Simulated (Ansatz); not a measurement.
# AlNi (Pm-3m): a volume series of phonon spectra, part 2 of 3

Wanted: mode Grüneisen parameters of AlNi and a free-energy fit over volumes.

What experiment has found for this phase:
- heat capacity C_P per formula unit 45.9 J/mol/K near room temperature (given in “High-Throughput Prediction of Finite-Temperature Properties using the Quasi-Harmonic Approximation”, 2016, arXiv:1603.06924)

Ansatz 0.2.0; DFT PBEsol, scalar-relativistic, plane waves, PAW.

So far. Step 2 (Probe on a coarse mesh): The start is under -3.0 GPa at this level and looks like a metal on this mesh. Step 4 (Relaxing to small residual forces and stress): The residual pressure is -1.8e-4 GPa, small enough for phonons.

The database entry behind the starting cell differs from later determinations by our own check (about 0.2 % short), so it need not match the best structure at ambient conditions.

## Step 5: Lattice dynamics at this volume, V/V0 1

Phonons at this volume give one point of F(V, T); meshes stay fixed along the series.

Contents of input.yaml:

```yaml
crystal:
  lattice:
    - [2.8620225098, 0.0, 0.0]
    - [0.0, 2.8620225098, 0.0]
    - [0.0, 0.0, 2.8620225098]
  atoms:
    - { symbol: Al, position: [0.0, 0.0, 0.0] }
    - { symbol: Ni, position: [0.5, 0.5, 0.5] }
kpoints:
  mp_grid: { grid: [16, 16, 16] }
hamiltonian:
  xc: pbesol
scf:
  occupations: { method: methfessel_paxton, width: 0.2 }
  lower_state_search: "off"
output:
  eigenvalues: true
phonons:
  method: dfpt
  qmesh: [4, 4, 4]
  temperatures: { t_max: 1000, t_step: 50 }
  qpath:
    path:
      - [[0.0, 0.0, 0.0], [0.0, 0.5, 0.0], [0.5, 0.5, 0.0], [0.0, 0.0, 0.0], [0.5, 0.5, 0.5], [0.0, 0.5, 0.0]]
      - [[0.5, 0.5, 0.5], [0.5, 0.5, 0.0]]
    npoints: 10
```

Command:

```console
$ ansatz run input.yaml --threads 8 --pin off --max-ram 16384MiB --backend cpu --events-out ev --progress --plain --runs-dir out
```

Numbers of over 12 decimals in the logs are rounded to 6 here.

What it wrote:

```text
[...]
Crystal: 2 atoms, lattice volume = 23.443 Å³
Basis set: ecut = 420 eV, 461 PW (Γ), exchange–correlation on 40×40×40 points (8 copies of the dense FFT grid, shifted against one another)
Bands: 15, of which v1, the nominal top of the filled ones, is band 11 counted from 1 (10 counted from 0)
Symmetry: 48 space group operations
k-points: 165 of 4096
[...]
SCF iter   1: F=—  HF=-6330.870405 eV  |F-HF|=—  |Δ(HF+E_count)|=         —  Δρ=1.87e-2  dr2=4.73e-2  ethr=1.77e-3  ⟨swp⟩=4.1  Hψ=11065  notcnv=0
[...]
SCF iter   7: F=-6330.863873 eV  HF=-6330.863873 eV  |F-HF|=2.73e-12  |Δ(HF+E_count)|=  3.55e-11  S|Δr|=    0.00e0  Δρ=1.07e-7  dr2=1.52e-12  ethr=1.00e-12  ⟨swp⟩=6.0  Hψ=10744  notcnv=0
SCF 1 converged in 7 iterations: F = -6330.863873 eV  dr2 = 1.52e-12
[...]
phonons: the bands overlap, so this run is a metal and interpolates without the dipole-dipole term. If the crystal is really an insulator or semiconductor, its LO-TO splitting is missing
NSCF: frozen V_eff on 165 k-points
[...]
DFPT response loops at q = (0, 0, 0) (fractional): preconditioner auto → Kerker (q_TF=auto, 2.679 Å⁻¹) (partly filled bands, converged f_vac=0.000); β = 1.00, the filter's whole step (`scf.mixing.beta` (0.50) is not read by the response loops under this deck's `scf.mixing.preconditioner`; to damp them name `kerker` or `kerker_dos`, under which they read `scf.mixing.beta`, and type it under 1.00, their step now; both keys bind the ground state too); Broyden in place of MSR1
[...]
SCF converged after 7 iterations
[...]
Free energy (F): -6330.863873 eV
[...]
Internal energy: -6330.864955 eV  (E = F + TS)
E sigma→0 (E₀):  -6330.864144 eV
Entropy (-TS):   0.001082 eV (0.541 meV/atom)
Fermi energy:    14.191500 eV
[...]
--- Band table (eV; the first three rows and the last of 165) ---
  k-point 0: bands = [... 7 lower, 12.6239, 12.6239, 12.6239, 19.7475, 19.7475, 19.7475, 22.3729, 22.3729]
  k-point 1: bands = [... 7 lower, 12.5911, 12.5911, 12.6274, 18.9505, 19.8443, 19.8443, 22.3754, 23.0987]
  k-point 2: bands = [... 7 lower, 12.5005, 12.5005, 12.6374, 17.5597, 20.1272, 20.1272, 22.3828, 24.2445]
  k-point 164: bands = [... 7 lower, 13.2014, 13.2014, 16.1234, 16.1234, 16.1234, 18.0750, 18.7631, 18.7631]
--- Phonons (Γ-DFPT): 2 representative perturbations + reference (Σ response iterations 6) ---
  ASR residual: 7.005e-5 → 0.000e0 eV/Å²; symmetrization residual: 2.271e-7 eV/Å²
  ASR residual per site (eV/Å²): 6.89e-5 7.00e-5
  Γ frequencies (cm⁻¹): 0.00 0.00 0.00 302.27 302.27 302.27
--- Phonons (arbitrary-q DFPT): 10 irreducible q on the 4×4×4 mesh ---
  q = [0.0000, 0.0000, 0.0000] (star 1, of the zone-centre solve; hermiticity 7.31e-8, symmetrization 2.01e-12): -0.00 -0.00 0.00 302.27 302.27 302.27
  q = [0.0000, 0.0000, 0.2500] (star 6, 4 solved perturbations in 4032 linear systems a pass and spin channel, the states on 1296 of 4096 k-point pairs; hermiticity 8.12e-8, symmetrization 4.76e-13): 121.34 121.34 146.05 288.31 288.31 336.06
[...]
q = [0.0000, 0.2500, -0.5000] (star 12, 6 solved perturbations on 1296 of 4096 k-point pairs; hermiticity 9.53e-8, symmetrization 5.33e-8): 135.79 162.86 185.67 266.02 324.10 368.48
[...]
sum rule: each row above includes the acoustic sum rule's correction from the zone centre's row sums; it moved no ω² by more than (0.83 cm⁻¹)²
  mesh force constants: q→R imaginary residual 2.43e-18; ASR residual 7.005e-5 → 0.000e0 eV/Å²; symmetrization residual 3.553e-15 eV/Å²
  interpolated dispersion: 62 rows × 6 modes
  density of states and harmonic sums: on the 24×24×24 q-mesh, interpolated from the force constants of a 4×4×4 supercell (no non-analytic term)
  largest difference from the sums on the solved wave vectors: F 1.09e-2 eV, S 1.49e-5 and C_V 4.02e-6 eV/K
  zero-point energy: 0.086805 eV/cell   skipped modes (ω ≤ 0): 3   left out of the sums: 3.62e-5 of the cell's modes: C_V's classical limit lies that fraction below 3 k_B per atom; for a crystal, a wire or a layer, F and S can be off by more, and a phonons.interpolated_qmesh denser along its periods is the remedy for the sampling
```

Elapsed: 2.7 min, on 8 threads of Arm Neoverse V1, shared host; peak memory 2.2 GiB.

Numbers from this step:

- Γ frequencies: 0, 0, 0, 302.3, 302.3, 302.3 cm⁻¹ (negative: imaginary)
- lowest frequency on the path: 0 cm⁻¹
- zero-point energy: 0.08681 eV/cell
- point group: m-3m
- highest frequency: 373.3 cm⁻¹
- Debye temperature from the second moment: 466 K

No LO-TO term. Phonon branches along the path, in cm⁻¹:

```csv
point,branch 1,branch 2,branch 3,branch 4,branch 5,branch 6
Γ,0,0,0,302,302,302
X,173,173,208,270,270,373
M,130,130,196,262,359,359
Γ,0,0,0,302,302,302
R,170,170,170,343,343,343
X,173,173,208,270,270,373
jump to R,170,170,170,343,343,343
M,130,130,196,262,359,359
```

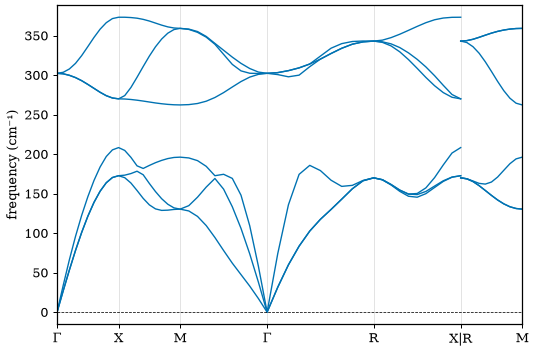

Phonon branches along the path.

The phonon density of states has structure finer than the step of the table below, so its rows give means over 20 cm⁻¹, whole bins alone (the curve runs from 2.5 to 372 cm⁻¹). Peaks (cm⁻¹: height): 147.5: 0.0513, 177.5: 0.0417, 297.5: 0.0303, 357.5: 0.0423.

Tetrahedra on 24 24 24, mean over bins of 5 cm⁻¹. Phonon density of states against wavenumber; means over each step:

| wavenumber (cm⁻¹) | phonon density of states (1/cm⁻¹/cell) |
| --- | --- |
| 20 | 1.9e-4 |
| 40 | 9.3e-4 |
| 60 | 0.00241 |
| 80 | 0.00478 |
| 100 | 0.00885 |
| 120 | 0.0195 |
| 140 | 0.0379 |
| 160 | 0.0400 |
| 180 | 0.0318 |
| 200 | 0.00372 |
| 220 | 1.1e-5 |
| 240 | 0 |
| 260 | 0.00587 |
| 280 | 0.0269 |
| 300 | 0.0281 |
| 320 | 0.0239 |
| 340 | 0.0314 |
| 360 | 0.0312 |

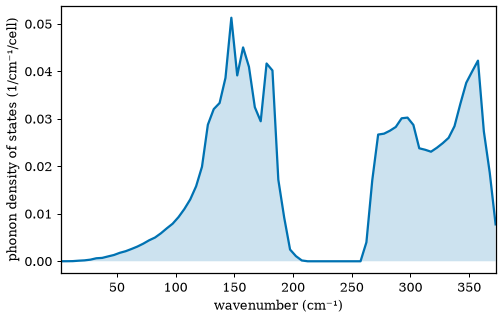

Phonon density of states, plotted against wavenumber.

Harmonic. Thermo, by row:

| T (K) | F_vib (meV/atom) | S (J/mol-atom/K) | C_V (J/mol-atom/K) |
| --- | --- | --- | --- |
| 0 | 43.4 | 0 | 0 |
| 50 | 43.24 | 1.337 | 3.755 |
| 100 | 41.31 | 6.401 | 11.45 |
| 150 | 36.51 | 12.11 | 16.58 |
| 200 | 28.86 | 17.31 | 19.5 |
| 250 | 18.68 | 21.86 | 21.19 |
| 300 | 6.3 | 25.82 | 22.23 |
| 350 | -8.01 | 29.3 | 22.89 |
| 400 | -24.01 | 32.39 | 23.35 |
| 450 | -41.52 | 35.16 | 23.67 |
| 500 | -60.41 | 37.67 | 23.9 |
| 550 | -80.53 | 39.95 | 24.07 |
| 600 | -101.8 | 42.06 | 24.21 |
| 650 | -124.1 | 44 | 24.32 |
| 700 | -147.4 | 45.8 | 24.4 |
| 750 | -171.5 | 47.49 | 24.47 |
| 800 | -196.6 | 49.07 | 24.53 |
| 850 | -222.4 | 50.56 | 24.57 |
| 900 | -248.9 | 51.96 | 24.61 |
| 950 | -276.2 | 53.3 | 24.65 |
| 1000 | -304.2 | 54.56 | 24.67 |

The modes has structure finer than the step of the table below, so its rows give means over 20 cm⁻¹, whole bins alone (the curve runs from -10 to 394 cm⁻¹). Peaks (cm⁻¹: height): Al 300.0: 0.0301, 312.7: 0.0263, 355.9: 0.0358; Ni 147.5: 0.0411, 178.0: 0.0382.

Phonopy on the run's constants, 19x19x19 mesh, Gaussian sigma 2.9 cm⁻¹. The modes by wavenumber; means over each step; values in 1/cm⁻¹/cell:

| wavenumber (cm⁻¹) | Al | Ni |
| --- | --- | --- |
| 0 | 5.1e-6 | 1.5e-5 |
| 20 | 5.2e-5 | 1.2e-4 |
| 40 | 2.9e-4 | 7.0e-4 |
| 60 | 6.8e-4 | 0.00194 |
| 80 | 0.00108 | 0.00363 |
| 100 | 0.00172 | 0.00711 |
| 120 | 0.00294 | 0.0164 |
| 140 | 0.00389 | 0.0337 |
| 160 | 0.00285 | 0.0370 |
| 180 | 0.00117 | 0.0307 |
| 200 | 1.2e-4 | 0.00382 |
| 220 | 2.7e-7 | 1.4e-5 |
| 240 | 0 | 0 |
| 260 | 0.00602 | 1.1e-4 |
| 280 | 0.0248 | 0.00216 |
| 300 | 0.0236 | 0.00355 |
| 320 | 0.0218 | 0.00284 |
| 340 | 0.0280 | 0.00306 |
| 360 | 0.0284 | 0.00297 |
| 380 | 0.00256 | 1.1e-4 |

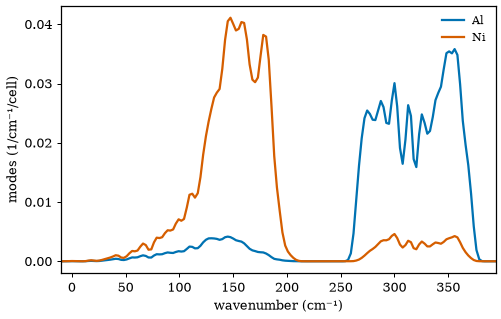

Modes, plotted against wavenumber.

No LO-TO term. The modes at Γ (shares of kinetic energy by element, %):

```
mode  frequency (cm⁻¹)  symmetry  Al %  Ni %
   1               0.0       T1u    31    69
   2               0.0       T1u    31    69
   3               0.0       T1u    31    69
   4             302.3       T1u    69    31
   5             302.3       T1u    69    31
   6             302.3       T1u    69    31
```

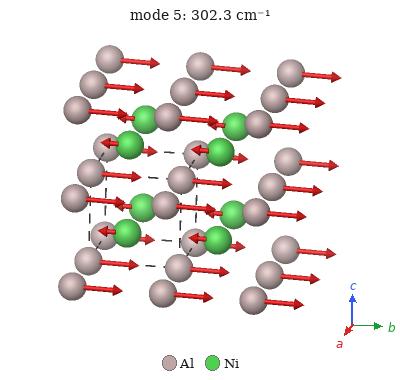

Displacement patterns of mode 5 at Γ; arrows are exaggerated. 2×2×2 cells are drawn. Some periodic images of atoms are drawn too.

No mode is imaginary beyond numerical noise at the solved wavevectors.

## Step 6: Single point at a scaled cell, V/V0 1.015

Symmetry fixes every atom, so a single point at the scaled cell gives the energy and pressure of this member.

input.yaml, the sections that differ from step 5:

```yaml
crystal:
  lattice:
    - [2.8762616621, 0.0, 0.0]
    - [0.0, 2.8762616621, 0.0]
    - [0.0, 0.0, 2.8762616621]
  atoms:
    - { symbol: Al, position: [0.0, 0.0, 0.0] }
    - { symbol: Ni, position: [0.5, 0.5, 0.5] }
output:
  forces: true
  stress: true
  eigenvalues: true
# kpoints, hamiltonian, scf: as in step 5
# phonons: removed
```

What it wrote:

```text
[...]
Crystal: 2 atoms, lattice volume = 23.795 Å³
Basis set: ecut = 420 eV, 461 PW (Γ), exchange–correlation on 40×40×40 points (8 copies of the dense FFT grid, shifted against one another)
Bands: 15, of which v1, the nominal top of the filled ones, is band 11 counted from 1 (10 counted from 0)
Symmetry: 48 space group operations
[...]
k-points: 165 of 4096
[...]
SCF iter   1: F=—  HF=-6330.867320 eV  |F-HF|=—  |Δ(HF+E_count)|=         —  Δρ=1.82e-2  dr2=4.53e-2  ethr=1.77e-3  ⟨swp⟩=4.1  Hψ=11051  notcnv=0
[...]
SCF iter   6: F=-6330.861094 eV  HF=-6330.861094 eV  |F-HF|=7.82e-11  |Δ(HF+E_count)|=   1.34e-9  S|Δr|=    0.00e0  Δρ=5.98e-7  dr2=8.91e-11  ethr=1.24e-10  ⟨swp⟩=2.0  Hψ=6899  notcnv=0
SCF 1 converged in 6 iterations: F = -6330.861094 eV  dr2 = 8.91e-11
[...]
SCF converged after 6 iterations
[...]
Free energy (F): -6330.861094 eV
[...]
Internal energy: -6330.862192 eV  (E = F + TS)
E sigma→0 (E₀):  -6330.861368 eV
Entropy (-TS):   0.001098 eV (0.549 meV/atom)
Fermi energy:    13.934851 eV
[...]
--- Stress (GPa, compression-positive) ---
       -2.497091       0.000000       0.000000
        0.000000      -2.497091       0.000000
        0.000000       0.000000      -2.497091
  P = ⅓ Tr σ = -2.4971 GPa (-24.971 kbar)
--- Band table (eV; the first three rows and the last of 165) ---
  k-point 0: bands = [... 7 lower, 12.3975, 12.3975, 12.3975, 19.4265, 19.4265, 19.4265, 22.0676, 22.0676]
  k-point 1: bands = [... 7 lower, 12.3653, 12.3653, 12.4009, 18.6394, 19.5223, 19.5223, 22.0709, 22.7813]
  k-point 2: bands = [... 7 lower, 12.2764, 12.2764, 12.4107, 17.2604, 19.8024, 19.8024, 22.0809, 23.9059]
  k-point 164: bands = [... 7 lower, 12.9627, 12.9627, 15.8786, 15.8786, 15.8786, 17.6851, 18.4406, 18.4406]
```

Elapsed: 1.2 s, on 8 threads; peak memory 0.37 GiB.

Numbers from this step:

```
pressure        : -2.497 GPa
volume per atom : 11.90 Å³/atom
```

The run ends at a pressure of -2.50 GPa.

## Step 7: Lattice dynamics at this volume, V/V0 1.015

Phonons at this volume give one point of F(V, T); meshes stay fixed along the series.

input.yaml, the sections that differ from step 6:

```yaml
output:
  eigenvalues: true
phonons:
  method: dfpt
  qmesh: [4, 4, 4]
  temperatures: { t_max: 1000, t_step: 50 }
  qpath:
    path:
      - [[0.0, 0.0, 0.0], [0.0, 0.5, 0.0], [0.5, 0.5, 0.0], [0.0, 0.0, 0.0], [0.5, 0.5, 0.5], [0.0, 0.5, 0.0]]
      - [[0.5, 0.5, 0.5], [0.5, 0.5, 0.0]]
    npoints: 10
# crystal, kpoints, hamiltonian, scf: as in step 6
```

What it wrote:

```text
[...]
Crystal: 2 atoms, lattice volume = 23.795 Å³
Basis set: ecut = 420 eV, 461 PW (Γ), exchange–correlation on 40×40×40 points (8 copies of the dense FFT grid, shifted against one another)
Bands: 15, of which v1, the nominal top of the filled ones, is band 11 counted from 1 (10 counted from 0)
Symmetry: 48 space group operations
k-points: 165 of 4096
[...]
k-point 164: bands = [... 7 lower, 12.9627, 12.9627, 15.8786, 15.8786, 15.8786, 17.6851, 18.4406, 18.4406]
[...]
ASR residual: 6.109e-5 → 0.000e0 eV/Å²; symmetrization residual: 6.145e-7 eV/Å²
  ASR residual per site (eV/Å²): 6.11e-5 5.76e-5
  Γ frequencies (cm⁻¹): 0.00 0.00 0.00 293.39 293.39 293.39
--- Phonons (arbitrary-q DFPT): 10 irreducible q on the 4×4×4 mesh ---
[...]
interpolated dispersion: 62 rows × 6 modes
[...]
[key lines of the parts left out:]
SCF converged after 7 iterations
Free energy (F): -6330.861094 eV
Fermi energy:    13.934848 eV
```

Run time: 2.7 min. Hardware: 8 threads; peak memory 2.2 GiB; 20 min of CPU time.

No mode is imaginary beyond numerical noise at the solved wavevectors. The highest zone-centre mode (no LO–TO term) moved by -2.9 % for a volume change of +1.5 %.

## Step 8: A cell at another volume, V/V0 0.985

Symmetry fixes every atom, so a single point at the scaled cell gives the energy and pressure of this member.

The cell differs from the one that the last finished run ended in (a 2.876 → 2.848 Å, b 2.876 → 2.848 Å, c 2.876 → 2.848 Å).

input.yaml, the sections that differ from step 7:

```yaml
crystal:
  lattice:
    - [2.8476402444, 0.0, 0.0]
    - [0.0, 2.8476402444, 0.0]
    - [0.0, 0.0, 2.8476402444]
  atoms:
    - { symbol: Al, position: [0.0, 0.0, 0.0] }
    - { symbol: Ni, position: [0.5, 0.5, 0.5] }
output:
  forces: true
  stress: true
  eigenvalues: true
# kpoints, hamiltonian, scf: as in step 7
# phonons: removed
```

What it wrote:

```text
[...]
Crystal: 2 atoms, lattice volume = 23.092 Å³
Basis set: ecut = 420 eV, 461 PW (Γ), exchange–correlation on 40×40×40 points (8 copies of the dense FFT grid, shifted against one another)
Bands: 15, of which v1, the nominal top of the filled ones, is band 11 counted from 1 (10 counted from 0)
Symmetry: 48 space group operations
[...]
k-points: 165 of 4096
[...]
--- Band table (eV; the first three rows and the last of 165) ---
  k-point 0: bands = [... 7 lower, 12.8568, 12.8568, 12.8568, 20.0780, 20.0780, 20.0780, 22.6869, 22.6869]
  k-point 1: bands = [... 7 lower, 12.8233, 12.8233, 12.8604, 19.2707, 20.1758, 20.1758, 22.6885, 23.4251]
  k-point 2: bands = [... 7 lower, 12.7309, 12.7309, 12.8706, 17.8677, 20.4616, 20.4616, 22.6932, 24.5922]
  k-point 164: bands = [... 7 lower, 13.4472, 13.4472, 16.3760, 16.3760, 16.3760, 18.4763, 19.0956, 19.0956]
[key lines of the parts left out:]
SCF converged after 6 iterations
Free energy (F): -6330.860948 eV
Fermi energy:    14.455693 eV
P = ⅓ Tr σ = 2.7049 GPa (27.049 kbar)
```

It took 0.65 s on 8 threads; peak memory 0.36 GiB; 3.4 s of CPU time.

The run ends at a pressure of 2.70 GPa.

## Step 9: Phonons, V/V0 0.985

The same q-mesh and k-mesh are kept at every volume, so that much of their error can cancel in the differences.

input.yaml, the sections that differ from step 8:

```yaml
output:
  eigenvalues: true
phonons:
  method: dfpt
  qmesh: [4, 4, 4]
  temperatures: { t_max: 1000, t_step: 50 }
  qpath:
    path:
      - [[0.0, 0.0, 0.0], [0.0, 0.5, 0.0], [0.5, 0.5, 0.0], [0.0, 0.0, 0.0], [0.5, 0.5, 0.5], [0.0, 0.5, 0.0]]
      - [[0.5, 0.5, 0.5], [0.5, 0.5, 0.0]]
    npoints: 10
# crystal, kpoints, hamiltonian, scf: as in step 8
```

What it wrote:

```text
[...]
Crystal: 2 atoms, lattice volume = 23.092 Å³
Basis set: ecut = 420 eV, 461 PW (Γ), exchange–correlation on 40×40×40 points (8 copies of the dense FFT grid, shifted against one another)
Bands: 15, of which v1, the nominal top of the filled ones, is band 11 counted from 1 (10 counted from 0)
Symmetry: 48 space group operations
k-points: 165 of 4096
[...]
k-point 164: bands = [... 7 lower, 13.4471, 13.4471, 16.3760, 16.3760, 16.3760, 18.4763, 19.0956, 19.0956]
[...]
ASR residual: 8.311e-5 → 0.000e0 eV/Å²; symmetrization residual: 6.181e-8 eV/Å²
  ASR residual per site (eV/Å²): 7.12e-5 8.31e-5
  Γ frequencies (cm⁻¹): 0.00 0.00 0.00 311.33 311.33 311.33
--- Phonons (arbitrary-q DFPT): 10 irreducible q on the 4×4×4 mesh ---
[...]
interpolated dispersion: 62 rows × 6 modes
[...]
[key lines of the parts left out:]
SCF converged after 7 iterations
Free energy (F): -6330.860948 eV
Fermi energy:    14.455688 eV
```

Elapsed: 2.7 min, on 8 threads; peak memory 2.2 GiB.

No mode is imaginary beyond numerical noise at the solved wavevectors. The highest zone-centre mode (no LO–TO term) moved by +3.0 % for a volume change of -1.5 %.

## Step 10: A cell at another volume, V/V0 1.03

Symmetry fixes every atom, so a single point at the scaled cell gives the energy and pressure of this member.

input.yaml, the sections that differ from step 9:

```yaml
crystal:
  lattice:
    - [2.8903612093, 0.0, 0.0]
    - [0.0, 2.8903612093, 0.0]
    - [0.0, 0.0, 2.8903612093]
  atoms:
    - { symbol: Al, position: [0.0, 0.0, 0.0] }
    - { symbol: Ni, position: [0.5, 0.5, 0.5] }
output:
  forces: true
  stress: true
  eigenvalues: true
# kpoints, hamiltonian, scf: as in step 9
# phonons: removed
```

What it wrote:

```text
[...]
Crystal: 2 atoms, lattice volume = 24.147 Å³
Basis set: ecut = 420 eV, 461 PW (Γ), exchange–correlation on 40×40×40 points (8 copies of the dense FFT grid, shifted against one another)
Bands: 15, of which v1, the nominal top of the filled ones, is band 11 counted from 1 (10 counted from 0)
Symmetry: 48 space group operations
[...]
k-points: 165 of 4096
[...]
--- Band table (eV; the first three rows and the last of 165) ---
  k-point 0: bands = [... 7 lower, 12.1773, 12.1773, 12.1773, 19.1146, 19.1146, 19.1146, 21.7705, 21.7705]
  k-point 1: bands = [... 7 lower, 12.1457, 12.1457, 12.1806, 18.3369, 19.2094, 19.2094, 21.7747, 22.4724]
  k-point 2: bands = [... 7 lower, 12.0585, 12.0585, 12.1901, 16.9695, 19.4866, 19.4866, 21.7871, 23.5758]
  k-point 164: bands = [... 7 lower, 12.7306, 12.7306, 15.6407, 15.6407, 15.6407, 17.3060, 18.1271, 18.1271]
[key lines of the parts left out:]
SCF converged after 6 iterations
Free energy (F): -6330.853050 eV
Fermi energy:    13.685385 eV
P = ⅓ Tr σ = -4.8025 GPa (-48.025 kbar)
```

Run time: 0.66 s. Hardware: 8 threads; peak memory 0.37 GiB; 3.5 s of CPU time.

The run ends at a pressure of -4.80 GPa.

## Step 11: Phonons, V/V0 1.03

The same q-mesh and k-mesh are kept at every volume, so that much of their error can cancel in the differences.

input.yaml, the sections that differ from step 10:

```yaml
output:
  eigenvalues: true
phonons:
  method: dfpt
  qmesh: [4, 4, 4]
  temperatures: { t_max: 1000, t_step: 50 }
  qpath:
    path:
      - [[0.0, 0.0, 0.0], [0.0, 0.5, 0.0], [0.5, 0.5, 0.0], [0.0, 0.0, 0.0], [0.5, 0.5, 0.5], [0.0, 0.5, 0.0]]
      - [[0.5, 0.5, 0.5], [0.5, 0.5, 0.0]]
    npoints: 10
# crystal, kpoints, hamiltonian, scf: as in step 10
```

What it wrote:

```text
[...]
Crystal: 2 atoms, lattice volume = 24.147 Å³
Basis set: ecut = 420 eV, 461 PW (Γ), exchange–correlation on 40×40×40 points (8 copies of the dense FFT grid, shifted against one another)
Bands: 15, of which v1, the nominal top of the filled ones, is band 11 counted from 1 (10 counted from 0)
Symmetry: 48 space group operations
k-points: 165 of 4096
[...]
k-point 164: bands = [... 7 lower, 12.7306, 12.7306, 15.6407, 15.6407, 15.6407, 17.3060, 18.1271, 18.1271]
[...]
ASR residual: 4.984e-5 → 0.000e0 eV/Å²; symmetrization residual: 1.015e-6 eV/Å²
  ASR residual per site (eV/Å²): 4.98e-5 2.57e-5
  Γ frequencies (cm⁻¹): 0.00 0.00 0.00 284.70 284.70 284.70
--- Phonons (arbitrary-q DFPT): 10 irreducible q on the 4×4×4 mesh ---
[...]
interpolated dispersion: 62 rows × 6 modes
[...]
[key lines of the parts left out:]
SCF converged after 7 iterations
Free energy (F): -6330.853050 eV
Fermi energy:    13.685381 eV
```

The job ended after 2.8 min (8 threads; peak memory 2.3 GiB; 20 min of CPU time).

No mode is imaginary beyond numerical noise at the solved wavevectors. The highest zone-centre mode (no LO–TO term) moved by -5.8 % for a volume change of +3.0 %.

[end of part 2 of 3]

[Logs are printed without paths, hosts, clocks, repeated set-up lines and the standing remarks that a program may print on its own settings, such as how far it seeks lower states.]

[Hosts, paths, dates, database ids (printed as entryN), source tags and the programs' standing remarks are cut or masked in the printed files.]

[A step with changed settings may run another functional than the one named; its input shows which.]

[Of the runs on displaced cells, only some may be shown.]
